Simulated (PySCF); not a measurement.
## Electronic structure of C₆H₁₁S (SMILES C=C(C)[CH]CSC) (doublet) in real space

```xyz
18

C    -1.9600   -1.4004   -0.4449
C    -1.1521   -0.3046   -0.3025
C    -1.4621    0.7014    0.7747
C    -0.0782   -0.1023   -1.1658
C     0.9036    0.9791   -1.0823
S     2.5678    0.2911   -0.5969
C     2.1721   -0.3236    1.0621
H    -1.7715   -2.1377   -1.2048
H    -2.8103   -1.5605    0.1924
H    -1.6154    1.6890    0.3424
H    -2.3643    0.4169    1.3092
H    -0.6474    0.7670    1.4936
H     0.1067   -0.8446   -1.9292
H     1.1121    1.4235   -2.0560
H     0.6576    1.7542   -0.3604
H     3.0470   -0.8629    1.4092
H     1.9666    0.5143    1.7236
H     1.3189   -0.9936    1.0040
```

Geometry: GFN2-xTB.

All numbers below come from PySCF, UKS B3LYP, pcH-1 on C H S, non-relativistic, mean-field spin-orbit, GIAO.

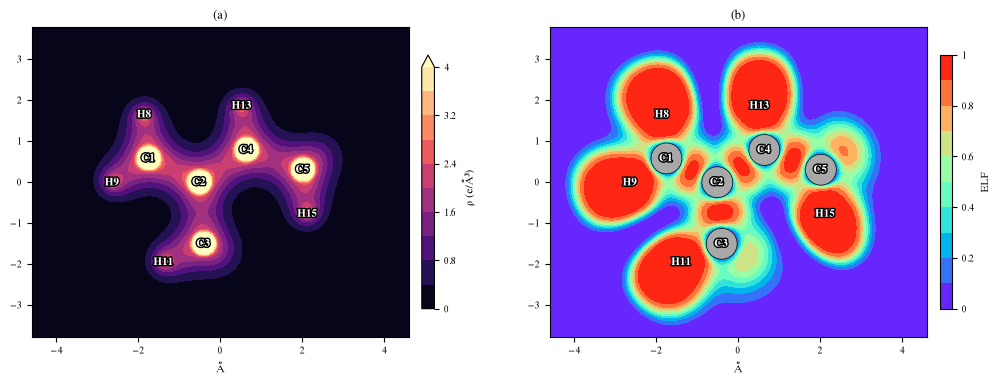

Figure 1. (a) electron density; (b) electron localisation function on the plane of atoms C1, C2 and C3. Grey discs cover the atomic cores in the ELF map.

Q: What does the map show?

A:
- The section cuts through C and H sites.
- C–C (1.37 Å): the density is about 2.2 e/Å³ at the midpoint; the ELF peaks at about 0.95 between the atoms: a covalent bond.
- C–H (1.07 Å): the density is about 2 e/Å³ at the midpoint; the ELF climbs to about 1 towards the hydrogen, as it does in any bond to H; a covalent bond by its length.
- C–C (1.46 Å): ρ is about 1.8 e/Å³ halfway; the ELF peaks at about 0.95 between the atoms: a shared electron pair.
- C–C (1.51 Å): the density is about 1.7 e/Å³ at the midpoint; the ELF peaks at about 0.95 between the atoms; localised, covalent bonding.

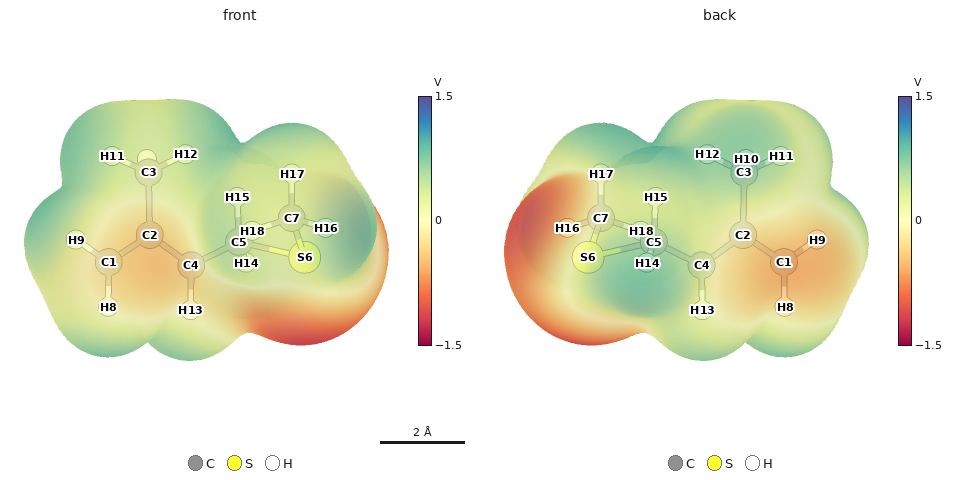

Figure 2. The molecular electrostatic potential painted on the density surface at 0.002 e/bohr³, seen from the front and from behind; the colour scale runs from red (negative) to blue (positive).

Q: Describe the electrostatic potential map.

A: The most negative region (about −1.1 V, or −25 kcal/mol for a unit charge) lies over S6, the most positive (about +0.9 V, or +21 kcal/mol for a unit charge) over the H atoms.

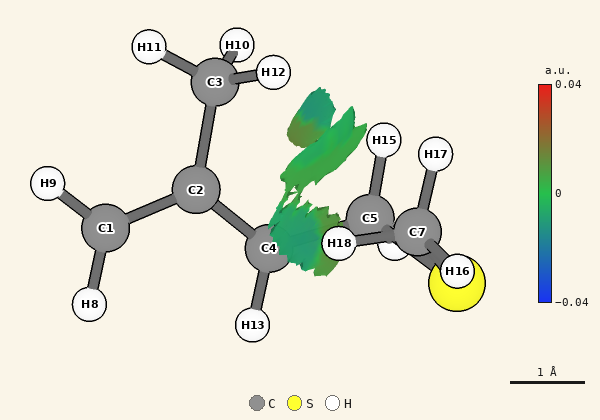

Figure 3. Non-covalent interaction (NCI) plot: the surface where the reduced density gradient is 0.5, for densities under 0.05 a.u., coloured by sign(λ₂)ρ; seen at an oblique angle.

Q: Which non-covalent interactions does the plot reveal?

A:
- Between H15 and C5 on one side and C3 and H10 on the other: a weak contact, attractive (blue-green) on one side and crowded (olive to red) on the other
- Between H18 and C7 on one side and C4 and C5 on the other: a weak contact (green)
